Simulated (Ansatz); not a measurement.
## A ladder of methods for BH5S (SMILES [BH3-][SH2+])

BH5S has 7 atoms, charge 0, and is taken as a singlet. As SMILES, `[BH3-][SH2+]`. The coordinates come from a PBE0-D4/def2-TZVP relaxation.

```xyz
7

B    -0.5256   -0.4615   -0.5043
S     0.5686    0.9776    0.2909
H    -1.6232    0.0364   -0.4315
H    -0.3444   -1.4476    0.1597
H    -0.0754   -0.4821   -1.6245
H     0.2860    0.9038    1.6049
H     1.7754    0.4055    0.4589
```

Each level gives the energy change with the B1–H4 bond stretched from 1.203 to 1.804 Å (eV). The values are calculated.

| level | kind | program | value (eV) | less FCI/STO-3G | CPU time (all runs) |
| --- | --- | --- | --- | --- | --- |
| HF/STO-3G (restricted) | Hartree–Fock | Ansatz | 3.39 | +0.82 | 0.58 s |
| PBE/STO-3G (restricted) | GGA | Ansatz | 2.57 | 0.00 | 2.4 s |
| PBE0/STO-3G (restricted) | global hybrid | Ansatz | 2.84 | +0.27 | 2.4 s |
| CAM-B3LYP/STO-3G (restricted) | range-separated hybrid | Ansatz | 2.87 | +0.30 | 2.6 s |
| B2PLYP/STO-3G (restricted) | double hybrid | Ansatz | 2.84 | +0.27 | 3.3 s |
| RPA@PBE/STO-3G (restricted) | RPA | Ansatz | 2.51 | -0.06 | 3.6 s |
| CCSDT(Q)/STO-3G (restricted) | coupled cluster or CI | Ansatz | 2.57 | 0.00 | 0.66 s |
| CCSDTQ/STO-3G (restricted) | coupled cluster or CI | Ansatz | 2.57 | 0.00 | 9.4 s |
| FCI/STO-3G | exact in the basis | Ansatz | 2.57 | 0.00 | 24 s |

FCI/STO-3G is exact within its basis and frozen core, so for wave-function methods in that basis the difference is their error; functionals converge differently with the basis, so for them it is only a difference. A spin-restricted reference rises too steeply as a bond breaks; here HF/STO-3G lie well above the multireference or unrestricted value. The first shape isn't each level's own minimum. The values span 2.51 to 3.39 eV. All rows use very small basis sets, so none should be taken for the real molecule's value. In so small a basis fixed costs decide the times, and correlated methods can beat functionals. Times are those of the runs behind each value, whatever else they computed, on shared processors of several kinds: orders of magnitude only.

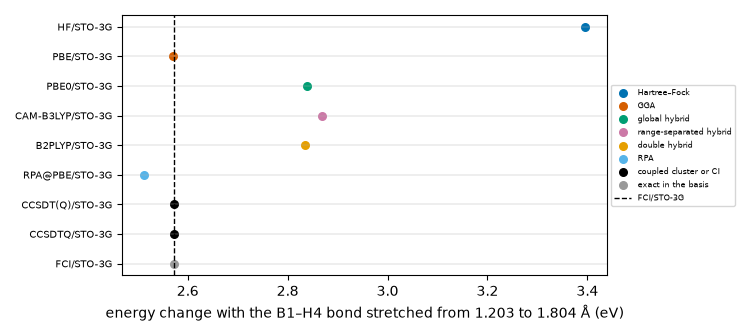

The values of the table, level by level.
